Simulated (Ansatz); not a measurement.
**GePt$_{2}$N$_{2}$: density, localisation and related maps**

Input file:

```
crystal:
  lattice:
    - [-1.9576509444, 1.9395633739, 4.1394047709]
    - [4.0221122989, -3.9997602491, 8.3871736133]
    - [1.9532707008, 1.995499881, -4.1681422677]
  atoms:
    - { symbol: Ge, position: [0.0011750372, -0.0014349655, 0.0020103088] }
    - { symbol: Pt, position: [0.674199154, 0.3328634431, 0.0018831319] }
    - { symbol: Pt, position: [0.3349911355, 0.1633798987, 0.0141244693] }
    - { symbol: "N", position: [0.7333098511, 0.1215899627, 0.4829271792] }
    - { symbol: "N", position: [0.2454610983, 0.3813504762, 0.5121307944] }
    - { symbol: Ge, position: [0.0034093961, 0.5071486572, 0.0132956966] }
    - { symbol: Pt, position: [0.6729713406, 0.836041172, 0.001382746] }
    - { symbol: Pt, position: [0.3351032407, 0.6726653484, 0.0112496605] }
    - { symbol: "N", position: [0.757987054, 0.6325609196, 0.523098626] }
    - { symbol: "N", position: [0.2384579202, 0.8710346164, 0.49206064] }
kpoints:
  mp_grid: { grid: [6, 6, 6] }
hamiltonian:
  xc: pbesol
scf:
  occupations: { method: fermi_dirac, width: 0.05 }
relax:
  f_tol: 0.01
  cell: {}
  max_steps: 120
output:
  write_density: true
  write_potential: true
  elf: true
  volumetric_format: npy
```

Run with:

```sh
ansatz run input.yaml --threads 2 --pin off --max-ram 2211MiB --backend cpu --events-out ev --progress --plain --runs-dir out
```

The fields are those of the run's last geometry, not of the input's.

Space group C2; a structure from a database of computed crystals, not necessarily the ambient phase; started from the CaSi2Ni2-139 prototype, which need not be the ambient phase; changed on purpose from its base cell (shaken).

Level of theory: DFT, PBEsol, plane waves, PAW (Ansatz 0.2.0).

In a PAW calculation such maps are meaningful between the atoms, not at the nuclei.

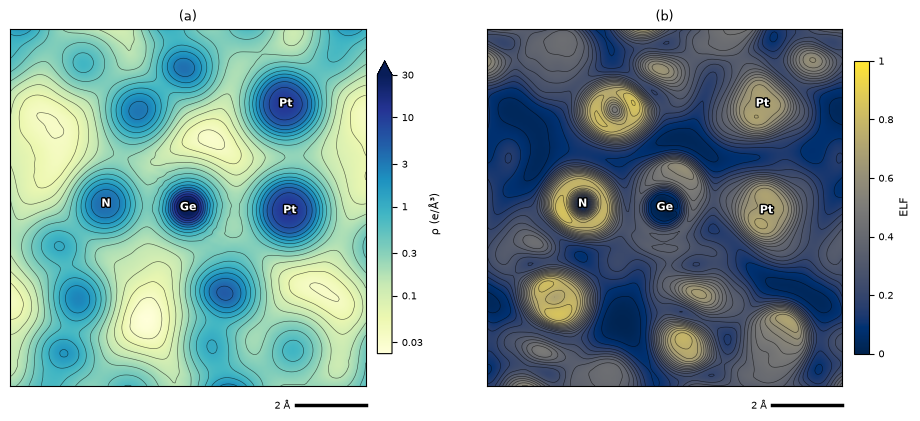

Figure 1. (a) valence pseudo-density; (b) ELF on the (111) plane of the calculation cell.

Read the bonding off the picture.

- Atoms in the plane: Ge, Pt and N.
- Atoms just off the plane (Pt, 0.6 Å away, N, 0.3 Å away and Ge, 0.8 Å away) can leave unmarked features too.
- Ge–Pt (2.91 Å): ρ at the midpoint is about 0.24 e/Å³; the ELF is about 0.25 at the midpoint: no shared electron pair shows on this line.
- Between the atoms the lowest density in this plane is 0.02 e/Å³.
- The features right at Pt lie inside the PAW spheres, where the map follows smoothed inner orbitals and isn't to be read closely.

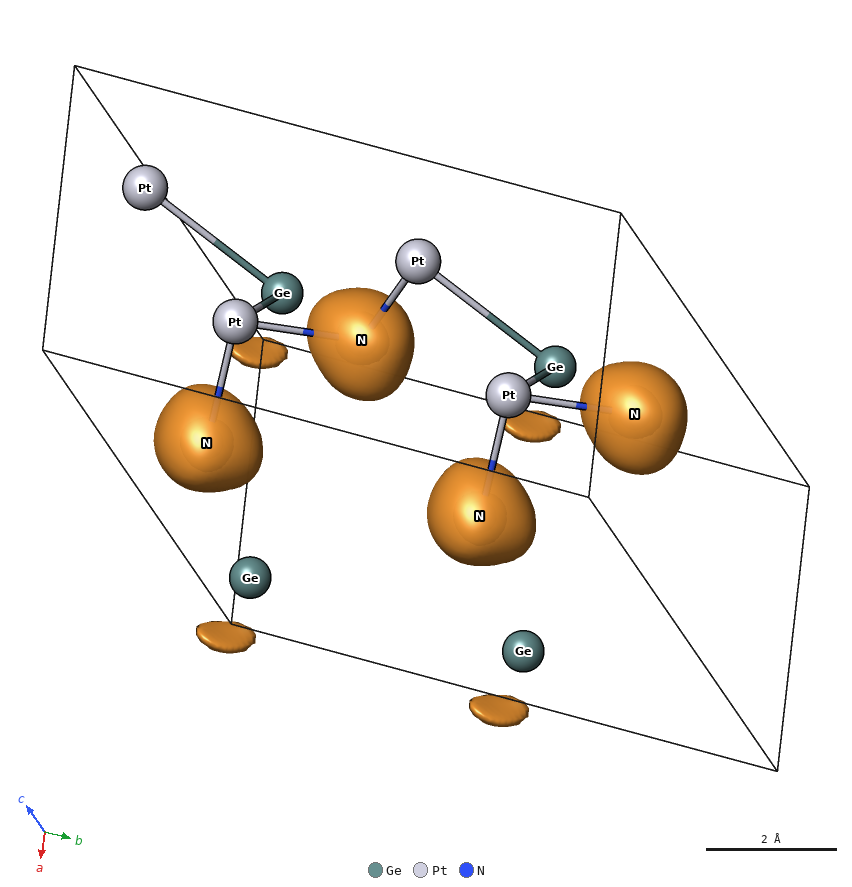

Figure 2. Isosurface of the ELF at 0.65 (orange), seen at an oblique angle. Core shells and regions of very low density are left out. Sticks mark near contacts.

What do the ELF domains correspond to?

At this value the surface marks out four regions wrapped around N (the valence shell of each) and two pockets between the atoms, centred on no nucleus (multi-centre or interstitial), counted in one cell of 10 atoms. Any copies at cell faces, edges or corners count once. Along the contacts the grid gives the following. Pt–N (2.08 Å): the ELF peaks at about 0.85 in the valence shell of N, 0.6 Å from its nucleus, and is about 0.25 at the midpoint. Ge–Pt (2.72 Å): the ELF is about 0.35 at the midpoint.
